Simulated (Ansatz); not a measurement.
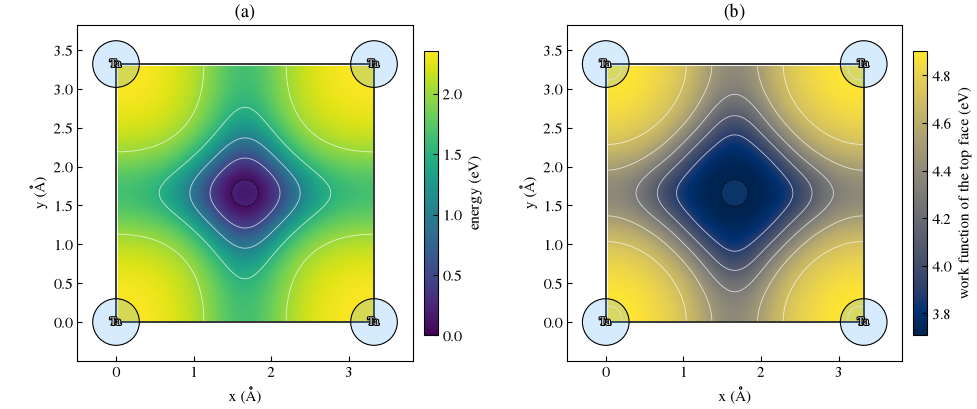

S on a Ta(100) slab cut from the Im-3m phase, its upper half relaxed before the scan (16 atoms of substrate and one adsorbate in a 2 × 2 cell). S is moved over the surface cell; relaxed at each place: the height of the adsorbate's atoms; substrate rigid; the origin of the map has the adsorbate above Ta13. Places are given modulo a cell vector. The map is drawn in real space over the plane of the surface. The scan uses an 8 × 8 grid; 15 points were computed and 49 follow by symmetry. Places are given in fractions of the 1 × 1 surface cell. Energies are in eV, from the lowest grid point. The calculation used DFT PBE, scalar-relativistic, plane waves, PAW in Ansatz 0.2.0. Settings: cutoff 420 eV, k-mesh 4×4×1, gaussian smearing 0.1 eV, no spin polarisation.

Panel (a) is the energy and panel (b) the computed work function of the top face on the same grid.

In the figure: a smooth colour map with a few white contour lines, labelled circles for the atoms of the top layer and small ones for the second layer, the outline of one cell of the plane. Between grid points the surface is interpolated.

Question: How does the work function of the top face vary over the map, and what is it at the lowest grid point?

Answer: It runs from 3.71 eV at a fourfold hollow over a second-layer Ta atom, (4/8, 4/8) of the cell vectors to 4.90 eV at the top site over a surface Ta atom, (0/8, 0/8) of the cell vectors. At the lowest grid point, a fourfold hollow over a second-layer Ta atom, (4/8, 4/8) of the cell vectors, it is 3.71 eV.

PAW datasets: the set soft_1.
